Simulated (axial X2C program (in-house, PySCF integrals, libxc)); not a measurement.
Run report: CuB⁻, relativistic diatomic calculation

System: CuB⁻, single determinant with M_S = 1/2 and |Λ| = 0.
Method: HF, spin-free X2C-1e, Cu dyall-av3z, B dyall-av3z (cores contracted) (axial X2C program (in-house, PySCF integrals, libxc)).

## Input file
```
{"zs": [29, 5], "q": -1, "bas": ["dyall-av3z", "dyall-av3z"], "levels": ["PBE0", "HF", "BLYP", "LDA"], "cc": false, "r0": 1.97, "npts": 10, "nst": 2, "ntry": 6, "opt": {"pick": 2}}
```

The line is the task of a batch: nuclear charges, charge, bases, the levels to run, a first guess of the distance and further settings. This report covers HF without spin-orbit coupling. The log is that of the reference distance 1.912 Å.

Hardware: 1 CPU thread, shared host.

The run was one of a batch that the task file lists, launched with:
```bash
python <driver script> task.json out
```

## The program's output
```
spin-free X2C-1e  HF
basis functions 172  fitting functions 965  grid points 5076
iter        total energy     max residual
   1      -1677.687667496     1.33e-01
   2      -1677.719211448     2.60e-02
   3      -1677.711910382     4.39e-02
   4      -1677.733075254     3.43e-03
   5      -1677.734244428     2.52e-03
   6      -1677.734795967     8.35e-04
   7      -1677.734884535     5.06e-04
   8      -1677.734915194     3.68e-04
   9      -1677.734939364     2.21e-04
  10      -1677.734955132     8.83e-05
  11      -1677.734957395     4.61e-05
  12      -1677.734957974     2.41e-05
  13      -1677.734958182     1.44e-05
  14      -1677.734958265     8.36e-06
  15      -1677.734958289     5.92e-06
  16      -1677.734958301     3.01e-06
  17      -1677.734958307     2.00e-06
  18      -1677.734958309     8.46e-07
converged
one-electron -2424.16494973  Coulomb 776.68698320  exact exchange -70.38810871  xc functional 0.00000000  nuclear repulsion 40.13111694
```

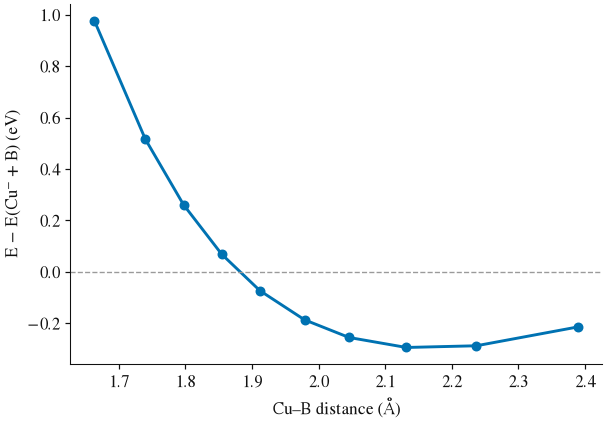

Fig. 1: Energy at 10 bond lengths, for one set of occupations held fixed; the line joins the points. A polynomial of degree 5 through 7 points gives rₑ = 2.169 Å, ωₑ = 368.8 cm⁻¹, ωₑxₑ = 4.1 cm⁻¹ and Bₑ = 0.3826 cm⁻¹. The minimum lies 0.30 eV below Cu⁻ + B, each computed as one determinant at the same level.

## What the run reported

| quantity | value |
| --- | --- |
| outcome | converged |
| bond length rₑ | 2.169 Å |
| ωₑ | 368.8 cm⁻¹ |
| energy at the minimum | −1677.74319 hartree |
| depth below the fragments | 0.30 eV |
| largest ⟨S²⟩ along the curve | 0.77 |
| wall time | 5.2 s |

## What is odd here

One thing in this input was made odd on purpose: excited determinant (pick = 2.0). The program ran to the end. Its numbers are those of the input as typed; this run alone doesn't show how far the oddity moves them. Hartree–Fock lacks correlation, so it usually binds too weakly.
